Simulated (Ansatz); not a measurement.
# One shape, several levels: H2S2 (SMILES SS)

Wanted: a comparison of 6 runs (B2PLYP/STO-3G, B3LYP/STO-3G, UB3LYP/STO-3G, UPBE/STO-3G, r2SCAN0/STO-3G, UMP2/STO-3G) of H2S2. 

The results are computed with Ansatz 0.2.0.

44 further runs of the same task are left out: 10 that didn't finish, 34 set aside as unsound or not needed.

## (1) The system as given

H2S2 has 4 atoms, charge 0, and is taken as a singlet. SMILES: `SS`. The S2–S1 distance was set to 3.069 Å, away from the relaxed value. At this shape a bond of the SMILES string is far longer than usual.

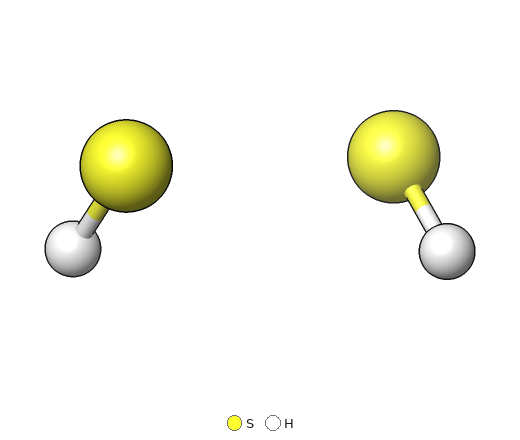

The structure, seen from a chosen angle (sulfur yellow, hydrogen white).

## (2) A single-point energy at B2PLYP/STO-3G (run 1)

The input, job.yaml:

```yaml
crystal:
  periodic: [false, false, false]
  atoms:
    - symbol: S
      position_ang: [1.146624, -1.744632, 0.216357]
    - symbol: S
      position_ang: [0.060220, 1.121560, 0.067360]
    - symbol: H
      position_ang: [0.136724, -2.308012, 0.906547]
    - symbol: H
      position_ang: [-0.619290, 1.020250, -1.090950]
basis:
  gaussian: {orbitals: STO-3G}
hamiltonian: {xc: {name: B2PLYP}}
correlation: {frozen_orbitals: {H: 0, S: 5}}
accuracy: high
```

The run is started by

```console
ansatz run job.yaml --threads 1 --pin off --max-ram 3480MiB --events-out events.jsonl --progress --plain --runs-dir runs
```

Log:

```text
Warning: RAYON_NUM_THREADS=1 ignored (pool sized by the plan → 1); use --threads N
Functional definition: B2PLYP
  name "B2PLYP"
  parameter a = 0.53
  parameter c = 0.27
  exchange = (1 - a)*b88_x + a*exact_x
  correlation = (1 - c)*lyp_c + c*(mp2_os + mp2_ss)
318 factors; integrals over basis functions are off by at most 2.1e-8 eV
mean field evaluation 1: about -21448.8690 eV, gradient 7.3e0 eV
mean field evaluation 2: about -21448.8596 eV, gradient 7.3e0 eV
mean field evaluation 4: about -21449.1331 eV, gradient 6.6e-2 eV
mean field evaluation 8: about -21449.1332 eV, gradient 1.1e-2 eV
mean field evaluation 16: about -21449.1332 eV, gradient 9.8e-8 eV
mean field -21449.13320430 eV, -788.2411065133 hartree, gradient 9.8e-8 eV, S^2 0.000000; 0 other end points of the search recorded, 0 dependent functions left out; unrestricted orbitals would lower it
10 core orbitals not correlated: weight in the atoms' cores, before any rotation towards them, 1.000 or more for the frozen orbitals, at most 0.000 for the correlated occupied ones
reference -21449.13322160 eV, -788.2411071491 hartree; 7, 7 occupied and 3, 3 virtual orbitals, 318 factors
second order -4.06746064 eV of doubles, -0.00000000 eV of singles
Total energy: -21450.23143597 eV, -788.2814657828 hartree
```

Run time: 0.58 s. Hardware: 1 thread of Intel Xeon 6975P-C (Granite Rapids), shared host.

## (3) The energy at B3LYP/STO-3G (run 2)

The input, molecule.yaml:

```yaml
crystal:
  periodic: [false, false, false]
  atoms:
    - {symbol: S, position_ang: [1.146624, -1.744632, 0.216357]}
    - {symbol: S, position_ang: [0.060220, 1.121560, 0.067360]}
    - {symbol: H, position_ang: [0.136724, -2.308012, 0.906547]}
    - {symbol: H, position_ang: [-0.619290, 1.020250, -1.090950]}
basis:
  gaussian: {orbitals: STO-3G}
magnetization: {spin_polarized: false}
hamiltonian: {xc: {name: B3LYP}}
accuracy: high
```

The run is started by

```console
ansatz run molecule.yaml --threads 1 --pin off --max-ram 3480MiB --events-out events.jsonl --progress --plain --runs-dir runs
```

Log:

```text
Warning: RAYON_NUM_THREADS=1 ignored (pool sized by the plan → 1); use --threads N
Functional definition: B3LYP
  name "B3LYP"
  parameter a0 = 0.2
  parameter ax = 0.72
  parameter ac = 0.81
  exchange = (1 - a0 - ax)*slater_x + ax*b88_x + a0*exact_x
  correlation = (1 - ac)*vwn_rpa_c + ac*lyp_c
318 factors; integrals over basis functions are off by at most 2.1e-8 eV
mean field evaluation 1: about -21459.1533 eV, gradient 4.5e0 eV
mean field evaluation 2: about -21459.2375 eV, gradient 2.4e0 eV
mean field evaluation 4: about -21459.2660 eV, gradient 1.2e-1 eV
mean field evaluation 8: about -21459.2473 eV, gradient 1.4e-3 eV
mean field evaluation 16: about -21459.2473 eV, gradient 3.5e-8 eV
mean field -21459.24729515 eV, -788.6127924966 hartree, gradient 3.5e-8 eV, S^2 0.000000; 0 other end points of the search recorded, 0 dependent functions left out
reference -21459.24732200 eV, -788.6127934831 hartree; 17, 17 occupied and 3, 3 virtual orbitals, 318 factors
Total energy: -21459.24732200 eV, -788.6127934831 hartree
```

Run time: 0.52 s. Hardware: 1 thread of Intel Xeon 6975P-C (Granite Rapids), shared host.

Run 3 isn't shown in full; the table further down has it.

## (4) The energy at UPBE/STO-3G (run 4)

The input, in.yaml:

```yaml
crystal:
  periodic: [false, false, false]
  atoms:
    - {symbol: S, position_ang: [1.146624, -1.744632, 0.216357]}
    - {symbol: S, position_ang: [0.060220, 1.121560, 0.067360]}
    - {symbol: H, position_ang: [0.136724, -2.308012, 0.906547]}
    - {symbol: H, position_ang: [-0.619290, 1.020250, -1.090950]}
basis:
  gaussian:
    orbitals: STO-3G
hamiltonian:
  xc: pbe
accuracy: high
magnetization:
  spin_polarized: true
  initial_magnetization: 0
```

The run is started by

```console
ansatz run in.yaml --threads 1 --pin off --max-ram 3480MiB --events-out events.jsonl --progress --plain --runs-dir runs
```

Log:

```text
Warning: RAYON_NUM_THREADS=1 ignored (pool sized by the plan → 1); use --threads N
Functional definition: PBE
  name "PBE"
  parameter kappa = 0.804
  parameter beta = 0.06672455060314922
  exchange = pbe_x(kappa = kappa, mu = beta*pi^2/3)
  correlation = pbe_c(beta = beta)
318 factors; integrals over basis functions are off by at most 2.1e-8 eV
mean field evaluation 1: about -21449.1922 eV, gradient 2.4e0 eV
mean field evaluation 2: about -21449.1849 eV, gradient 1.5e0 eV
mean field evaluation 4: about -21449.1445 eV, gradient 2.4e0 eV
mean field evaluation 8: about -21449.2290 eV, gradient 1.0e-4 eV
mean field evaluation 16: about -21449.2518 eV, gradient 1.1e-1 eV
mean field evaluation 32: about -21449.3734 eV, gradient 3.0e-5 eV
mean field evaluation 64: about -21448.9592 eV, gradient 1.7e0 eV
mean field -21449.37335924 eV, -788.2499320444 hartree, gradient 5.6e-8 eV, S^2 0.646198; 14 other end points of the search recorded, 0 dependent functions left out
reference -21449.37336097 eV, -788.2499321082 hartree; 17, 17 occupied and 3, 3 virtual orbitals, 318 factors
Total energy: -21449.37336097 eV, -788.2499321082 hartree
```

Run time: 2.5 s. Hardware: 1 thread of Intel Xeon 6975P-C (Granite Rapids), shared host; peak memory 0.15 GiB.

Run 5 isn't shown in full; the table further down has it.

## (5) The energy at UMP2/STO-3G (run 6)

The input, in.yaml:

```yaml
basis:
  gaussian: {orbitals: STO-3G}
crystal:
  periodic: [false, false, false]
  atoms:
    - {symbol: S, position_ang: [1.146624, -1.744632, 0.216357]}
    - {symbol: S, position_ang: [0.060220, 1.121560, 0.067360]}
    - {symbol: H, position_ang: [0.136724, -2.308012, 0.906547]}
    - {symbol: H, position_ang: [-0.619290, 1.020250, -1.090950]}
magnetization: {spin_polarized: true, initial_magnetization: 0}
correlation: {method: mp2, frozen_orbitals: {H: 0, S: 5}}
accuracy: high
```

The run is started by

```console
ansatz run in.yaml --threads 1 --pin off --max-ram 3480MiB --events-out events.jsonl --progress --plain --runs-dir runs
```

Log:

```text
Warning: RAYON_NUM_THREADS=1 ignored (pool sized by the plan → 1); use --threads N
Functional definition: HF
  name "HF"
  exchange = exact_x
  correlation = 0
318 factors; integrals over basis functions are off by at most 2.1e-8 eV
mean field evaluation 1: about -21423.3471 eV, gradient 7.3e0 eV
mean field evaluation 2: about -21423.3565 eV, gradient 7.3e0 eV
mean field evaluation 4: about -21423.8963 eV, gradient 1.0e-1 eV
mean field evaluation 8: about -21423.8963 eV, gradient 7.4e-6 eV
mean field evaluation 16: about -21426.8929 eV, gradient 5.0e-1 eV
mean field evaluation 32: about -21426.2349 eV, gradient 6.9e0 eV
mean field evaluation 64: about -21426.7294 eV, gradient 3.3e-2 eV
mean field evaluation 96: about -21426.8790 eV, gradient 4.1e-1 eV
mean field -21426.89057276 eV, -787.4237048810 hartree, gradient 2.7e-8 eV, S^2 0.955139; 14 other end points of the search recorded, 0 dependent functions left out
10 core orbitals not correlated: weight in the atoms' cores, before any rotation towards them, 1.000 or more for the frozen orbitals, at most 0.000 for the correlated occupied ones
reference -21426.89057276 eV, -787.4237048810 hartree; 7, 7 occupied and 3, 3 virtual orbitals, 318 factors
second order -0.79735967 eV of doubles, -0.00000000 eV of singles
Total energy: -21427.68793243 eV, -787.4530073084 hartree
```

Run time: 0.3 s. Hardware: 1 thread of Intel Xeon 6975P-C (Granite Rapids), shared host.

## (6) All runs side by side

| run | level | frozen core orbitals | energy (Eh) | wall time |
| --- | --- | --- | --- | --- |
| 1 | B2PLYP/STO-3G | 10 | -788.281466 | 0.58 s |
| 2 | B3LYP/STO-3G | – | -788.612793 | 0.52 s |
| 3 | UB3LYP/STO-3G | – | -788.626691 | 3.3 s |
| 4 | UPBE/STO-3G | – | -788.249932 | 2.5 s |
| 5 | r2SCAN0/STO-3G | – | -788.579081 | 1.1 s |
| 6 | UMP2/STO-3G | 10 | -787.453007 | 0.3 s |

## (7) What came out

| quantity | value |
| --- | --- |
| run 6: total energy | -787.45301 Eh |
| run 6: correlation energy (10 core orbitals frozen) | -29.3 mEh |
| run 6: ⟨S²⟩ of the reference determinant | 0.955 |

What this shows: Totals of different functionals can't be ranked against each other. In run 1 the log says that unrestricted orbitals would lower the reference, so the values rest on an unstable closed-shell determinant (other closed-shell runs at this shape may share the fault). In runs 1, 2, 3, 4, 5, 6 the basis is minimal, so the values are rough. Spin contamination of the reference: run 6 ⟨S²⟩ = 0.96, run 3 ⟨S²⟩ = 0.71, run 4 ⟨S²⟩ = 0.65. Where it is this large, the reference is a mixture of spin states, and values that rest on it are in doubt. All runs together took 8.3 s, the longest 3.3 s.
